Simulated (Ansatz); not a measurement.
# C$_{2}$H$_{7}$MoNO$_{2}$ (SMILES C[N]=[Mo]([CH3])(=[O])[OH]): what the fields show

```json
{"atom": "C", "x (Å)": "-0.5830", "y (Å)": "1.7249", "z (Å)": "-2.9862"}
{"atom": "C", "x (Å)": "-0.8931", "y (Å)": "0.7036", "z (Å)": "1.0874"}
{"atom": "Mo", "x (Å)": "0.5291", "y (Å)": "1.6533", "z (Å)": "-0.1493"}
{"atom": "N", "x (Å)": "-0.3456", "y (Å)": "1.9427", "z (Å)": "-1.6050"}
{"atom": "O", "x (Å)": "1.7310", "y (Å)": "0.5205", "z (Å)": "-0.4579"}
{"atom": "O", "x (Å)": "1.1219", "y (Å)": "3.2486", "z (Å)": "0.6492"}
{"atom": "H", "x (Å)": "0.1211", "y (Å)": "0.9888", "z (Å)": "-3.4145"}
{"atom": "H", "x (Å)": "-1.6097", "y (Å)": "1.3492", "z (Å)": "-3.1363"}
{"atom": "H", "x (Å)": "-0.4925", "y (Å)": "2.6685", "z (Å)": "-3.5512"}
{"atom": "H", "x (Å)": "-1.7519", "y (Å)": "1.3744", "z (Å)": "1.2482"}
{"atom": "H", "x (Å)": "-1.2555", "y (Å)": "-0.2312", "z (Å)": "0.6339"}
{"atom": "H", "x (Å)": "-0.4186", "y (Å)": "0.4699", "z (Å)": "2.0552"}
{"atom": "H", "x (Å)": "0.9554", "y (Å)": "4.1470", "z (Å)": "0.3460"}
```

Geometry: PBE0-D4/def2-SVP; core potentials replace the inner electrons of Mo.

Computed with Ansatz, isolated molecule in a Gaussian basis; Kohn-Sham density functional theory, functional PBE0.

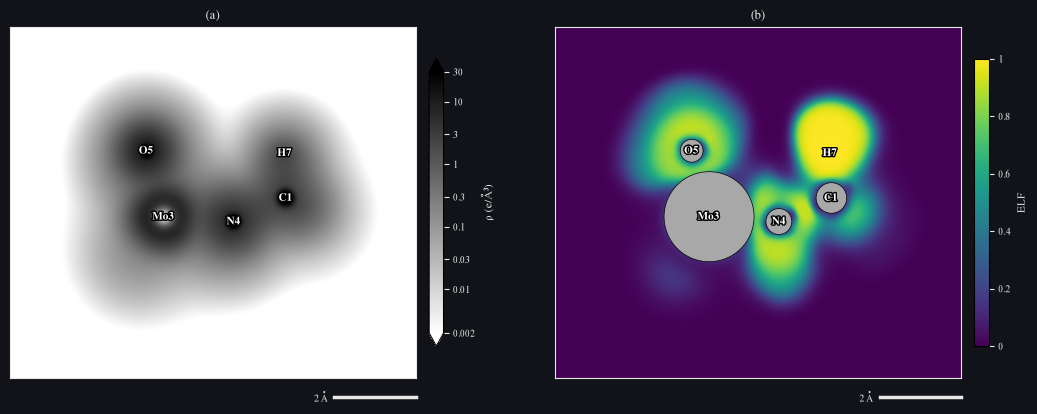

Figure 1. (a) electron density; (b) ELF on the plane of atoms N4, Mo3 and O5. Grey discs cover the atomic cores in the ELF map.

What does the map show?

The section cuts through C, Mo, N, O and H sites.
C–N (1.42 Å): the density is about 2 e/Å³ at the midpoint; the ELF peaks at about 0.90 between the atoms: localised, covalent bonding.
Mo–O (1.68 Å): ρ at the midpoint is about 2 e/Å³; the ELF peaks at about 0.80 in the valence shell of O, 0.5 Å from its nucleus, and drops to about 0.40 between the two atoms.
Mo–N (1.72 Å): the density is about 1.7 e/Å³ at the midpoint; the ELF peaks at about 0.75 in the valence shell of N, 0.5 Å from its nucleus, and drops to about 0.35 between the two atoms.
C–H (1.11 Å): ρ is about 1.9 e/Å³ halfway; the ELF climbs to about 1 towards the hydrogen, as it does in any bond to H: a covalent bond by its length.

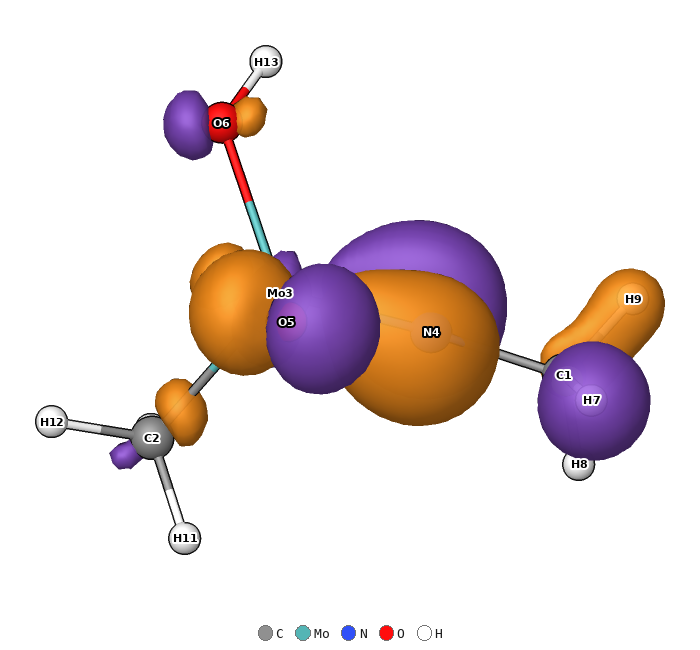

Figure 2. The HOMO at ±0.15 Å⁻³ᐟ² (orange and purple are the two phases), seen across its widest extent.

What is the character of this orbital?

It lies mainly on N4 (about 45 %), O5 (about 20 %), Mo3 (about 15 %) and C1 (about 10 %). Its energy is −7.61 eV.

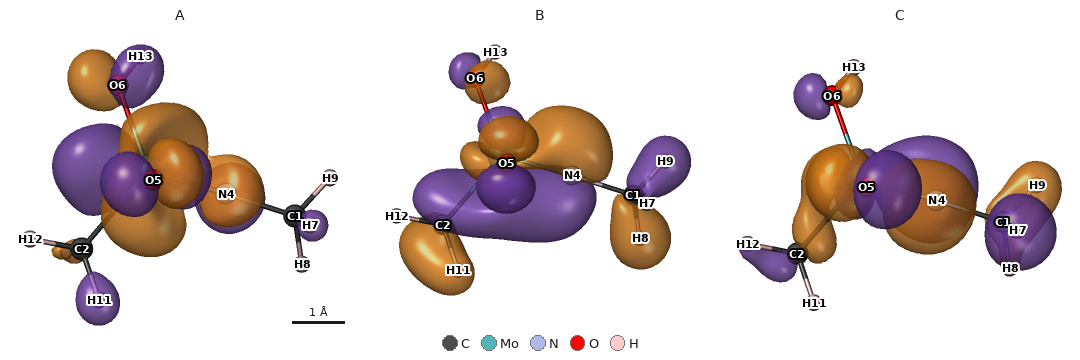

Figure 3. Three frontier orbitals at ±0.1 Å⁻³ᐟ² (orange and purple are the two phases), in no order.

Which picture is the HOMO−1, the HOMO and the LUMO?

B is the HOMO−1 (−8.02 eV). By Hirshfeld shares it lies mainly on N4 (about 30 %), Mo3 (about 20 %), C2 (about 15 %), O5 (about 10 %) and C1 (about 5 %). C is the HOMO (−7.61 eV). By Hirshfeld shares it lies mainly on N4 (about 45 %), O5 (about 20 %), Mo3 (about 15 %) and C1 (about 10 %). A is the LUMO (−1.74 eV). Its weight (Hirshfeld) is mainly on Mo3 (about 60 %), O5 (about 10 %), O6 (about 10 %) and N4 (about 10 %).

What is the HOMO–LUMO gap?

5.87 eV between the orbital energies.
